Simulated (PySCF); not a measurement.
Si(Cl)(Br)(Et)2, C4H10BrClSi, SMILES CC[Si](Cl)(Br)CC, singlet at its GFN2-xTB optimised geometry (Å):

```
17

C      0.1654    -2.4715    -1.3826
C     -0.3761    -1.0436    -1.4134
Si     0.2946     0.0426     0.0000
Cl     2.3272     0.0426     0.0000
Br    -0.4117    -0.8954     1.8999
C     -0.3564     1.8299     0.0000
C     -1.8787     1.9284     0.0519
H      1.2504    -2.4744    -1.4621
H     -0.2386    -3.0492    -2.2113
H     -0.1106    -2.9704    -0.4558
H     -1.4661    -1.0793    -1.3621
H     -0.1240    -0.5862    -2.3718
H      0.0622     2.3617     0.8574
H      0.0072     2.3474    -0.8893
H     -2.3272     1.4653    -0.8242
H     -2.2690     1.4338     0.9388
H     -2.1898     2.9704     0.0812
```

Method: B3LYP/def2-SVP (PySCF).

Map of the Laplacian of the electron density (e/bohr⁵), clipped to [-1.50, 1.50] on the plane z = 1.0 Å:

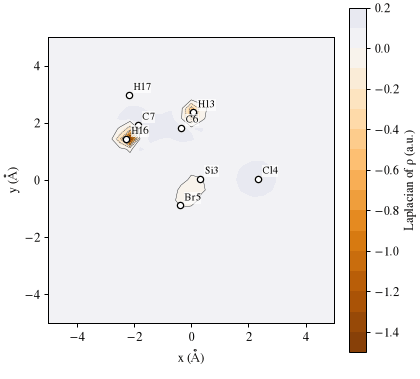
Laplacian of the electron density (e/bohr⁵), clipped to [-1.50, 1.50] on the plane z = 1.0 Å.
